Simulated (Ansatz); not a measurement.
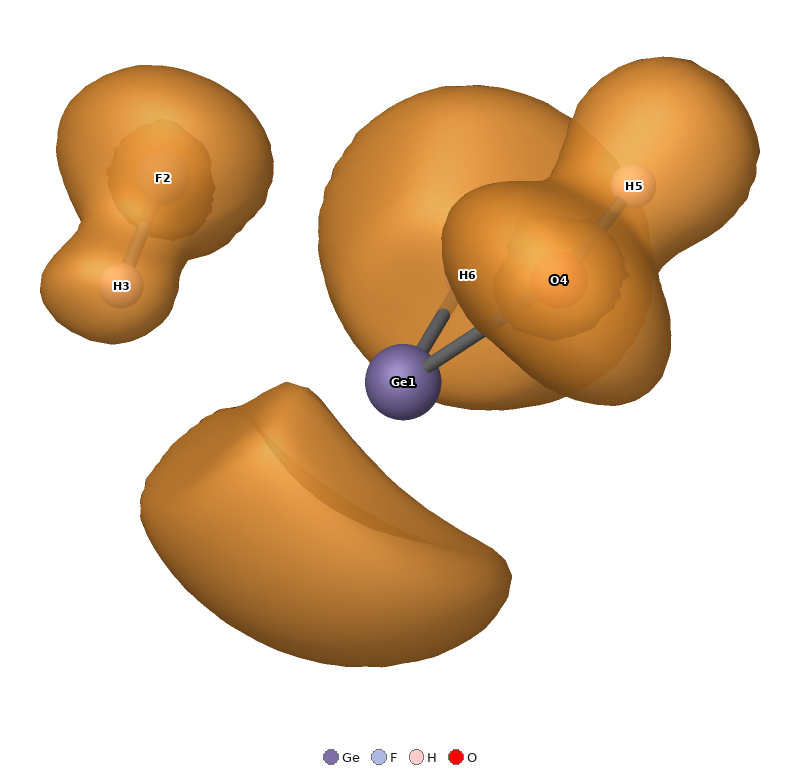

The picture shows: GeH₂O···HF. Isosurface of the ELF at 0.75 (orange), seen from one side. Core shells and regions of very low density are left out.

All numbers below come from RKS LDA/def2-SVP (Ansatz).

```xyz
6

Ge    0.1677   -0.1101   -0.7928
F     1.0252   -0.0360    1.3888
H     1.7743    0.1879    0.8469
O    -0.8459    1.3547   -0.6981
H    -1.7441    1.1738   -0.3611
H    -0.9565   -1.1772   -0.3376
```

What do the ELF domains correspond to?

Answer. The ELF exceeds this value in one region around a hydrogen nucleus, one lobe on Ge, pointing away from the bonds (lone pairs), one joined region spread over several atoms (F, H), in which their bonds and any lone pairs are merged and one joined region spread over several atoms (H, O), in which their bonds and any lone pairs are merged. Profiles from the grid: Ge1···F2 (2.35 Å): the ELF dips to about 0.15 between them. Ge–O (1.78 Å): the ELF peaks at about 0.85 in the valence shell of O, 0.6 Å from its nucleus, and is about 0.30 at the midpoint.
